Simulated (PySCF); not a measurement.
# C₅H₆F+: NMR shifts, electronic excitations and K edges in gas and solvents, part 2 of 2

PySCF 2.14.0. Atoms count from 0. Earlier steps stand in the parts before.

## 8. Core excitations: BHandHLYP/aug-pcX-1+pcseg-1

The job: settings as JSON, then the geometry in Å.

```
{"job": {"kind": "xas", "xc": "BHandHLYP", "basis": {"default": "aug-pcX-1", "H": "pcseg-1"}}, "charge": 1, "multiplicity": 1}
C      1.923696     0.490759     0.064475
C      0.478635     0.587767    -0.078675
C     -0.650884     1.306394    -0.356906
C     -0.760842    -0.021120    -0.062881
C     -1.559254    -1.235285     0.153415
F     -0.766371    -2.279472     0.457766
H      2.324298     0.140559    -0.904921
H      2.374788     1.465767     0.288613
H      2.190676    -0.265576     0.815387
H     -1.129094     2.253425    -0.617540
H     -2.280446    -1.028561     0.967912
H     -2.148550    -1.431746    -0.762822
```

Level: core-valence-separated TDA BHandHLYP/aug-pcX-1 H:pcseg-1, K edges, non-relativistic, gas phase.

Output:

```text
coarse grid: 10240 points
cycle   1  E = -293.3299339758  dE =  1.423e+00  |g| = 5.404e-01  |ddm| = 4.711e+00
cycle   2  E = -293.3488981573  dE = -1.896e-02  |g| = 5.563e-01  |ddm| = 1.165e+00
cycle   3  E = -293.3973800245  dE = -4.848e-02  |g| = 6.929e-02  |ddm| = 4.660e-01
cycle   4  E = -293.3980721157  dE = -6.921e-04  |g| = 2.546e-02  |ddm| = 1.234e-01
cycle   5  E = -293.3982147823  dE = -1.427e-04  |g| = 5.745e-03  |ddm| = 4.542e-02
cycle   6  E = -293.3982215333  dE = -6.751e-06  |g| = 2.042e-03  |ddm| = 1.029e-02
final grid: 99880 points
cycle   7  E = -293.4345033834  dE = -7.690e-05  |g| = 3.661e-03  |ddm| = 3.986e-02
cycle   8  E = -293.4345036425  dE = -2.591e-07  |g| = 3.192e-03  |ddm| = 7.540e-03
cycle   9  E = -293.4345057335  dE = -2.091e-06  |g| = 5.705e-04  |ddm| = 3.999e-03
cycle  10  E = -293.4345057900  dE = -5.645e-08  |g| = 1.809e-04  |ddm| = 7.901e-04
cycle  11  E = -293.4345057961  dE = -6.140e-09  |g| = 1.880e-05  |ddm| = 1.763e-04
cycle  12  E = -293.4345057962  dE = -7.356e-11  |g| = 7.370e-06  |ddm| = 3.210e-05
converged SCF energy = -293.4345057962

C K edge
   eV          f      from atoms
  282.837   0.05338   C2
  282.934   0.08195   C3
  283.090   0.11378   C1
  284.225   0.00036   C0
  285.499   0.00034   C0
  286.400   0.00008   C1
  286.430   0.00035   C3
  286.493   0.00004   C2
  286.532   0.00016   C4
  286.899   0.00256   C0
  287.586   0.03218   C0
  287.802   0.04863   C4
  287.805   0.04643   C0
  288.006   0.04511   C0
  288.069   0.00096   C4
  288.664   0.00123   C0
  288.830   0.00093   C0
  289.043   0.02167   C2
  289.087   0.02521   C3
  289.270   0.00187   C0
  289.313   0.00655   C4
  289.444   0.01172   C1 C2
  289.451   0.08014   C2 C1
  289.569   0.00353   C3

F K edge
   eV          f      from atoms
  685.103   0.00069   F5
  685.242   0.03476   F5
  685.836   0.00020   F5
  687.318   0.00408   F5
  688.534   0.00050   F5
  688.742   0.00096   F5
  688.956   0.00657   F5
  689.251   0.00343   F5
```

Run time: 23 s. Hardware: 1 thread, shared host.

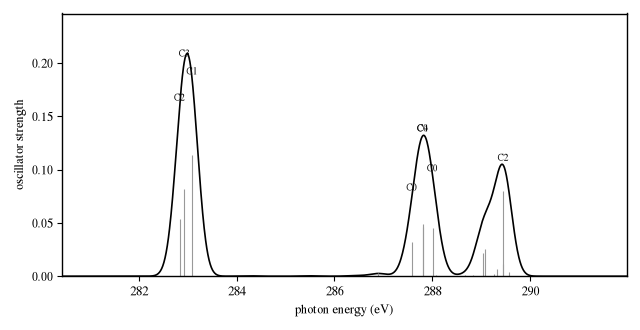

The C K edge. Lines are broadened to a width of 0.40 eV (Gaussian).

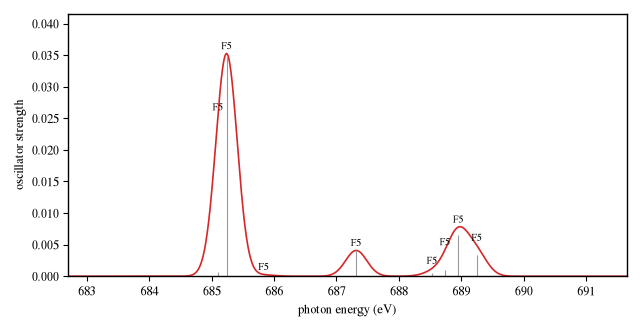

The F K edge. Lines are broadened to a width of 0.40 eV (Gaussian).

## 9. Side by side: NMR shifts

Shifts (ppm) of some atoms, chosen among heavy atoms and hydrogens apart, means over like atoms, with basis size and wall time:

```csv
run,C1,C2,C4,C0,H9,H6,F5,functions,time
PBE0/pcSseg-1 in acetonitrile,188.0,171.1,82.2,15.6,10.08,3.38,-257.8,132,12 s
PBE0/pcSseg-1 in chloroform,188.2,170.6,81.5,15.5,10.04,3.44,-256.6,132,10 s
```

The continuum's effect on the ground state:

```csv
solvent,ε,polarisation energy (Eh)
chloroform,4.71,-0.0760
acetonitrile,35.69,-0.0948
```

## 10. Comparing the runs: electronic excitations

Excitations and ground-state properties, with basis size and wall time:

```csv
run,lowest singlet (eV),brightest (eV),f,gap (eV),α (Å³),functions,time
PBE0/def2-SVPD,6.59,7.29,0.116,8.02,7.53,171,24 s
PBE0/def2-SVPD in acetonitrile,6.79,7.67,0.173,8.47,9.58,171,17 s
PBE0/def2-SVPD in chloroform,6.74,7.57,0.171,8.37,8.97,171,17 s
```

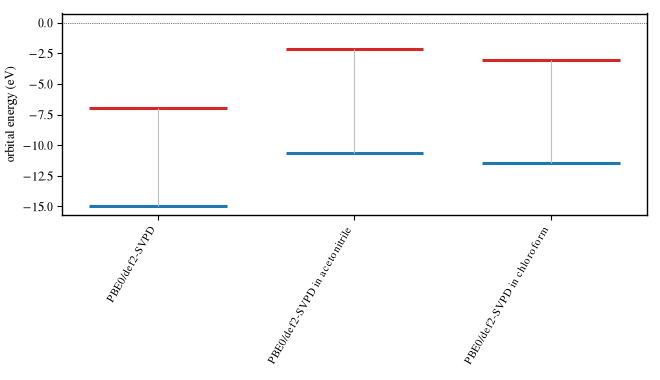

HOMO (blue) and LUMO (red) run by run.

The continuum's effect on the ground state:

```csv
solvent,ε,polarisation energy (Eh)
chloroform,4.71,-0.0761
acetonitrile,35.69,-0.0951
```

## 11. What came out

The summary covers parts 1 to 2.

```
                                                                            quantity                                                  value
                                                                         point group                                                     C1
                                                rotational constants (main isotopes)                                   6.45, 2.51, 1.85 GHz
                                ¹³C shifts against TMS (PBE0/pcSseg-1, acetonitrile)                    188.8, 188.0, 171.1, 82.2, 15.6 ppm
¹H shifts against TMS (PBE0/pcSseg-1, acetonitrile, means over atoms taken as alike)                                  10.08, 6.47, 3.38 ppm
                              ¹⁹F shifts against CFCl3 (PBE0/pcSseg-1, acetonitrile)                                             -257.8 ppm
                                                     lowest singlet (PBE0/def2-SVPD)                            6.59 eV (188 nm), f = 0.001
                                            brightest single state of those computed                            state 5, 7.29 eV, f = 0.116
                                                                            C K edge  first line 282.84 eV, strongest 283.09 eV (f = 0.114)
                                                                            F K edge  first line 685.10 eV, strongest 685.24 eV (f = 0.035)
                                                            range of the shift of F5                                   -257.8 to -256.6 ppm
                                                         range of the lowest singlet                                        6.59 to 6.79 eV
```

What this shows: The optimisation took 7 steps and gained 0.079 eV; among the close pairs (by a distance rule), C0–C1 changed most, from 1.428 to 1.455 Å. The first singlet state (HOMO−1→LUMO 0.90) lies at 6.59 eV and is dark; of the 6 states computed, the strongest absorption comes from state 5 at 7.29 eV. At the C edge the strongest single line lifts a 1s electron of C1 into LUMO+1 (weight 0.81), 0.3 eV above the first line. At the F edge the strongest single line lifts a 1s electron of F5 into several orbitals, led by LUMO+3 (weight 0.26), 0.1 eV above the first line. Absolute edge energies from this method are off by several eV; spacings are better. In ppm, F5 moves most: its shift spreads over 1.2 ppm, from -257.8 (PBE0/pcSseg-1 in acetonitrile) to -256.6 (PBE0/pcSseg-1 in chloroform). The continuum holds electrostatics alone: no hydrogen bonds to the solvent, and the gas-phase geometry is kept. The lowest singlet runs from 6.59 eV (PBE0/def2-SVPD) to 6.79 eV (PBE0/def2-SVPD in acetonitrile), while the orbital gap spans 8.02 to 8.47 eV. The lowest state need not be the same one in every run.
